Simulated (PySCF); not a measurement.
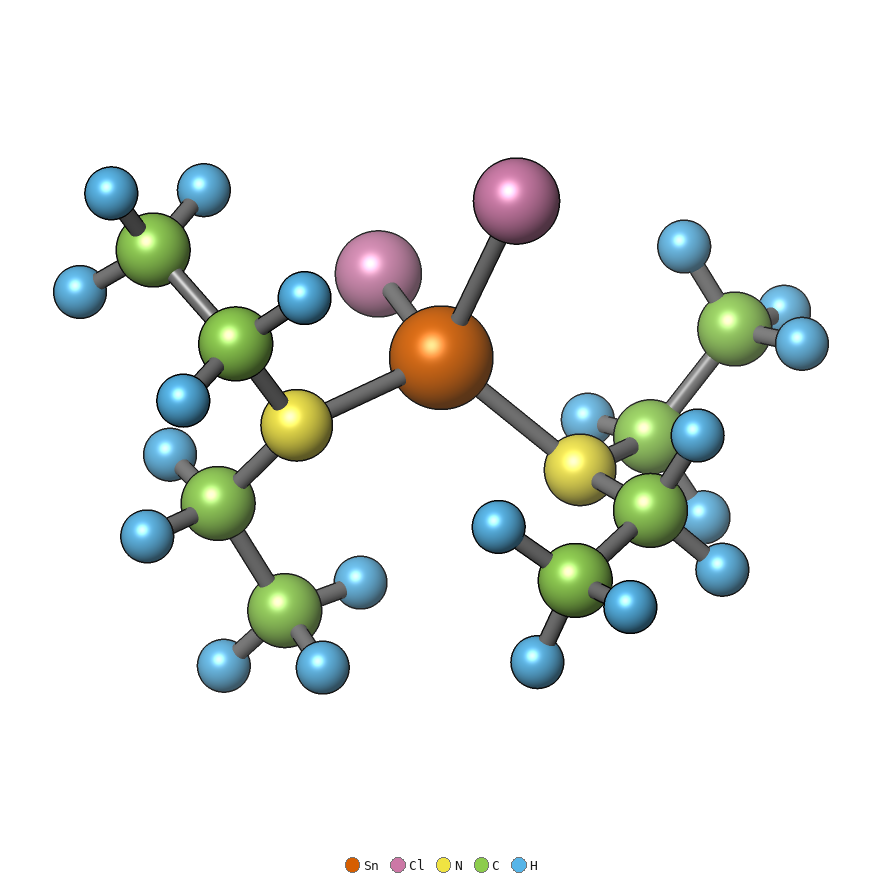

The computed structure is the end point of a PBE0-D3(BJ)/def2-SVP optimisation. No frequency run is at hand to confirm it as a minimum.

Give the structural formula.

SMILES: CC[N](CC)[Sn]([Cl])([Cl])[N](CC)CC

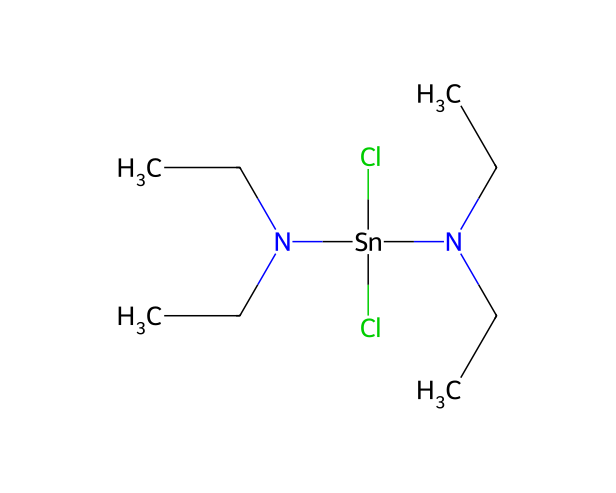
